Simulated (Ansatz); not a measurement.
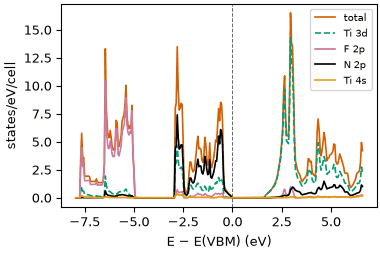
Figure: Total and projected density of states of TiNF in space group I4_1md (No. 109; Ti on 4a, N on 4a, F on 4a), the program Ansatz at the LDA level (PAW)

**Question.** Which orbitals carry the states next to the gap?

**Answer.** Top 1 eV of the valence band: N 2p 69 %, Ti 3d 23 %, F 2p 5 %. Bottom 1 eV of the conduction band: Ti 3d 93 %. Projections are on Löwdin-orthogonalised atomic valence shells; empty p or d shells of many metals are not among them.

**Question.** Where is the tallest occupied peak in this window, and what makes it?

**Answer.** Near -2.8 eV, about 13 states/eV per cell; the largest projected share is N 2p.

The workflow started from a Materials Project entry (that database holds measured and hypothetical structures alike); the Crystallography Open Database copy checked does not list it. Its standing as an ambient phase is unchecked. Symmetry was held in the LDA relaxation; whether a distortion lowers the energy is not shown. The run is not spin-polarised.

Potentials: the later of the program's two PAW sets.
